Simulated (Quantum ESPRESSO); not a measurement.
# The valence band of MoS2 as photoemission sees it, part 13 of 15

Wanted: projected DOS of MoS2, weighted into photoemission and X-ray emission spectra, at several levels of theory.

Quantum ESPRESSO 7.5; DFT, LDA, plane waves, ultrasoft GBRV pseudopotentials, scalar-relativistic (the session's first sound run).

So far. Step 10 (With PBEsol: self-consistent run): At this level the gap is 0.91 eV on the k-mesh of the self-consistent run, which can miss the band edges. Step 13 (With PBEsol: bands): At this level the gap is 0.89 eV on the path.

## 15. Other settings: self-consistent run

Against step 2, at the same geometry, the cutoff, the density grid and the mixing change.

This step: DFT, LDA, plane waves, ultrasoft GBRV pseudopotentials, scalar-relativistic; changed: ecutwfc = 24, mixing_beta = 0.7, mixing_mode = "local-TF" (Quantum ESPRESSO 7.5).

Other settings are tried.

The input, scf.in:

```
&control
  calculation = 'scf'
  prefix = 'pes'
  outdir = './tmp'
  pseudo_dir = './pp'
  tprnfor = .true.
  tstress = .true.
/
&system
  ibrav = 0
  nat = 3
  ntyp = 2
  ecutwfc = 24.0
  ecutrho = 120.0
  occupations = 'smearing'
  nbnd = 23
  smearing = 'fd'
  degauss = 0.00147
/
&electrons
  conv_thr = 1.8e-08
  mixing_beta = 0.7
  electron_maxstep = 120
  mixing_mode = 'local-TF'
  mixing_ndim = 4
/
ATOMIC_SPECIES
Mo 95.9500 mo_lda_v1.uspp.F.UPF
S 32.0600 s_lda_v1.4.uspp.F.UPF
CELL_PARAMETERS angstrom
 1.580000000 0.912213425 6.150000000
 -1.580000000 0.912213425 6.150000000
 0.000000000 -1.824426851 6.150000000
ATOMIC_POSITIONS crystal
Mo 0.000000000 0.000000000 0.000000000
S 0.417000000 0.417000000 0.417000000
S 0.250000000 0.250000000 0.250000000
K_POINTS automatic
10 10 10 0 0 0
```

Run with:

```
OMP_NUM_THREADS=1 mpirun -n 4 pw.x -nk 4 -in scf.in > scf.out
```

The program printed:

```text
[banner, memory and clock lines left out]
Program PWSCF v.7.5 starts

          URL

     Message from routine setup:
     using ibrav=0 with symmetry is DISCOURAGED, use correct ibrav instead

     G-vector sticks info

     bravais-lattice index     =            0
     lattice parameter (alat)  =      12.1224  a.u.
     unit-cell volume          =     358.9025 (a.u.)^3
     number of atoms/cell      =            3
     number of atomic types    =            2
     number of electrons       =        26.00
     number of Kohn-Sham states=           23
     kinetic-energy cutoff     =      24.0000  Ry
     charge density cutoff     =     120.0000  Ry
     scf convergence threshold =      1.8E-08
     mixing beta               =       0.7000
     number of iterations used =            4  local-TF  mixing
     Exchange-correlation=  SLA  PZ   NOGX NOGC
                           (   1   1   0   0   0   0   0)

     celldm(1)=  12.122418  celldm(2)=   0.000000  celldm(3)=   0.000000
     celldm(4)=   0.000000  celldm(5)=   0.000000  celldm(6)=   0.000000

     crystal axes: (cart. coord. in units of alat)
               a(1) = (   0.246301   0.142202   0.958704 )
               a(2) = (  -0.246301   0.142202   0.958704 )
               a(3) = (   0.000000  -0.284404   0.958704 )

     reciprocal axes: (cart. coord. in units 2 pi/alat)
               b(1) = (  2.030034  1.172041  0.347691 )
               b(2) = ( -2.030034  1.172041  0.347691 )
               b(3) = (  0.000000 -2.344081  0.347691 )

     PseudoPot. # 1 for Mo read from file:
     ./pp/mo_lda_v1.uspp.F.UPF
     Pseudo is Ultrasoft + core correction, Zval = 14.0
     Generated by new atomic code, or converted to UPF format
     Using radial grid of  889 points,  6 beta functions with:
                l(1) =   0
                l(2) =   0
                l(3) =   1
                l(4) =   1
                l(5) =   2
                l(6) =   2
     Q(r) pseudized with  6 coefficients,  rinner =    1.000   1.000   1.000
                                                       1.000   1.000

     PseudoPot. # 2 for S  read from file:
     ./pp/s_lda_v1.4.uspp.F.UPF
     Pseudo is Ultrasoft + core correction, Zval =  6.0
     Generated by new atomic code, or converted to UPF format
     Using radial grid of  907 points,  6 beta functions with:
                l(1) =   0
                l(2) =   0
                l(3) =   1
                l(4) =   1
                l(5) =   2
                l(6) =   2
     Q(r) pseudized with  8 coefficients,  rinner =    1.300   1.300   1.300
                                                       1.300   1.300

     atomic species   valence    mass     pseudopotential
     Mo               14.00    95.95000     Mo( 1.00)
     S                 6.00    32.06000     S ( 1.00)

      6 Sym. Ops. (no inversion) found

   Cartesian axes

     site n.     atom                  positions (alat units)
         1        Mo     tau(   1) = (   0.0000000   0.0000000   0.0000000  )
         2        S      tau(   2) = (  -0.0000000  -0.0000000   1.1993393  )
         3        S      tau(   3) = (   0.0000000  -0.0000000   0.7190283  )

     number of k points=   116  Fermi-Dirac smearing, width (Ry)=  0.0015

     Number of k-points >= 100: set verbosity='high' to print them.

     Dense  grid:     8015 G-vectors     FFT dimensions: (  45,  45,  45)

     Smooth grid:     5707 G-vectors     FFT dimensions: (  40,  40,  40)

     Check: negative core charge=   -0.000004

     Initial potential from superposition of free atoms

     starting charge      25.9991, renormalised to      26.0000
     Starting wfcs are   21 randomized atomic wfcs +    2 random wfcs

     per-process dynamical memory:    25.4 Mb

     Self-consistent Calculation

     iteration #  1     ecut=    24.00 Ry     beta= 0.70
     Davidson diagonalization with overlap
     ethr =  1.00E-02,  avg # of iterations =  5.0

     Threshold (ethr) on eigenvalues was too large:
     Diagonalizing with lowered threshold

     Davidson diagonalization with overlap
     ethr =  4.12E-04,  avg # of iterations =  2.9

     total energy              =    -187.88307295 Ry
     estimated scf accuracy    <       0.11544510 Ry

     iteration #  2     ecut=    24.00 Ry     beta= 0.70
     Davidson diagonalization with overlap
     ethr =  4.44E-04,  avg # of iterations =  1.3

     total energy              =    -187.87375364 Ry
     estimated scf accuracy    <       0.03196697 Ry

     iteration #  3     ecut=    24.00 Ry     beta= 0.70
     Davidson diagonalization with overlap
     ethr =  1.23E-04,  avg # of iterations =  3.3

     total energy              =    -187.87917080 Ry
     estimated scf accuracy    <       0.00060281 Ry

     iteration #  4     ecut=    24.00 Ry     beta= 0.70
     Davidson diagonalization with overlap
     ethr =  2.32E-06,  avg # of iterations =  6.2

     total energy              =    -187.87919454 Ry
     estimated scf accuracy    <       0.00014281 Ry

     iteration #  5     ecut=    24.00 Ry     beta= 0.70
     Davidson diagonalization with overlap
     ethr =  5.49E-07,  avg # of iterations =  2.0

     total energy              =    -187.87920802 Ry
     estimated scf accuracy    <       0.00000722 Ry

     iteration #  6     ecut=    24.00 Ry     beta= 0.70
     Davidson diagonalization with overlap
     ethr =  2.78E-08,  avg # of iterations =  2.0

     total energy              =    -187.87920866 Ry
     estimated scf accuracy    <       0.00000099 Ry

     iteration #  7     ecut=    24.00 Ry     beta= 0.70
     Davidson diagonalization with overlap
     ethr =  3.81E-09,  avg # of iterations =  2.0

     total energy              =    -187.87920892 Ry
     estimated scf accuracy    <       0.00000012 Ry

     iteration #  8     ecut=    24.00 Ry     beta= 0.70
     Davidson diagonalization with overlap
     ethr =  4.53E-10,  avg # of iterations =  3.0

     End of self-consistent calculation

     Number of k-points >= 100: set verbosity='high' to print the bands.

     the Fermi energy is    11.3732 ev

!    total energy              =    -187.87920894 Ry
     estimated scf accuracy    <          1.8E-09 Ry
     smearing contrib. (-TS)   =      -0.00000000 Ry
     internal energy E=F+TS    =    -187.87920894 Ry

     The total energy is F=E-TS. E is the sum of the following terms:
     one-electron contribution =     -87.73571296 Ry
     hartree contribution      =      54.95418255 Ry
     xc contribution           =     -36.14728152 Ry
     ewald contribution        =    -118.95039701 Ry

     convergence has been achieved in   8 iterations

     Forces acting on atoms (cartesian axes, Ry/au):

     atom    1 type  1   force =    -0.00000000   -0.00000000    0.00324527
     atom    2 type  2   force =     0.00000000    0.00000000    0.00087398
     atom    3 type  2   force =     0.00000000    0.00000000   -0.00411925

     Total force =     0.005316     Total SCF correction =     0.000063

     Computing stress (Cartesian axis) and pressure

          total   stress  (Ry/bohr**3)                   (kbar)     P=      -46.61
  -0.00037502   0.00000000   0.00000000          -55.17        0.00        0.00
   0.00000000  -0.00037502  -0.00000000            0.00      -55.17       -0.00
   0.00000000  -0.00000000  -0.00020043            0.00       -0.00      -29.48

     XML data file, charge density, pseudopotentials, collected wavefunctions

                                        0.00s GPU  (    1133 calls)
```

It took 18 s on 4 MPI ranks of Arm Neoverse V2, shared host; 72 s of CPU time.

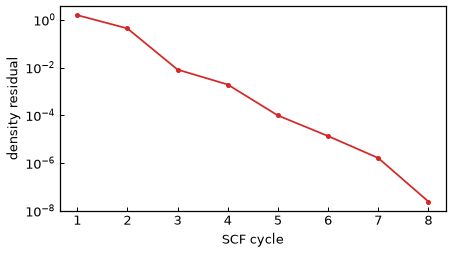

Residual by cycle in this run.

The run finished with changed settings (ecutwfc = 24, mixing_beta = 0.7 and mixing_mode = "local-TF"); it serves as a test.

(Continued in part 14 of 15.)

[Logs are printed without paths, hosts, clocks, repeated set-up lines and the standing remarks that a program may print on its own settings, such as how far it seeks lower states.]

[Hosts, paths, dates, database ids (printed as entryN), source tags and the programs' standing remarks are cut or masked in the printed files.]

[Maps of the electrostatic potential energy from Ansatz leave out the sawtooth potential of an applied field or a dipole correction, so their vacuum need not be flat; work functions include it.]

[Peak lists hold at most the 14 tallest peaks of each spectrum; further lines can be left out.]
